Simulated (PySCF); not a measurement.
# C₅H₆F₂O: spin-spin couplings

Wanted: the spin-spin couplings of C₅H₆F₂O (`C=CC[C@H](F)C(=O)F`), by calculation.

Computed with PySCF 2.14.0, with density-fitted response routines of our own, on a single molecule in the gas phase. Atoms count from 0, in the outputs and in this text.

## (1) The starting structure

14 atoms, charge 0, multiplicity 1; geometry from: GFN2-xTB.

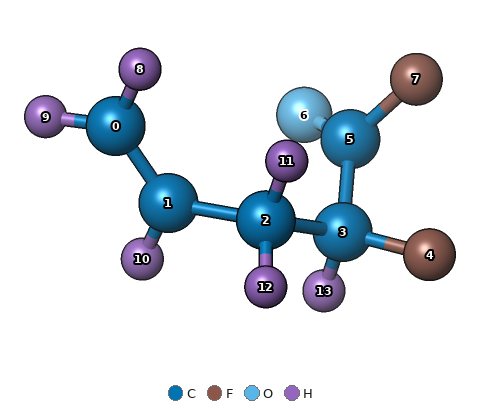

The starting geometry (carbon blue, fluorine brown, oxygen blue, hydrogen purple), atoms numbered.

## (2) J couplings: B3LYP/pcJ-1

Job settings and geometry (Å):

```
{"job": {"kind": "j", "xc": "B3LYP", "basis": "pcJ-1"}, "charge": 0, "multiplicity": 1}
C      1.990180     0.801129    -0.217526
C      1.248054    -0.271319    -0.021405
C     -0.019451    -0.561957    -0.762818
C     -1.211187    -0.698235     0.201968
F     -2.333279    -1.060311    -0.500545
C     -1.431992     0.621890     0.902333
O     -0.917202     1.010675     1.889587
F     -2.286926     1.411880     0.220197
H      1.723991     1.554886    -0.939970
H      2.898705     0.968070     0.333023
H      1.535946    -1.013279     0.710877
H     -0.237036     0.225830    -1.486957
H      0.066829    -1.510085    -1.301364
H     -1.027311    -1.479647     0.950433
```

Method: B3LYP/pcJ-1 indirect spin-spin coupling, non-relativistic, gas phase.

Started as:

```
OMP_NUM_THREADS=1 python probes_run.py task.json out
```

One launch serves the whole session: the jobs run in the order shown.

What will the session give for the following? largest coupling of the table (B3LYP/pcJ-1). Wanted: largest coupling of the table.

**Answer**, as computed:

| quantity | value |
| --- | --- |
| largest coupling of the table (B3LYP/pcJ-1) | 1J(C,F) C5–F7, -442.5 Hz |

In words: In the run at B3LYP/pcJ-1, the largest coupling of the table is C5–F7, -442.5 Hz, of which the Fermi-contact term gives -394.0 Hz. Couplings across rotatable bonds belong to this one conformer; where others are populated, the observed values are averages. Density functionals describe couplings to fluorine poorly, F–F couplings above all, so those rows are rough.
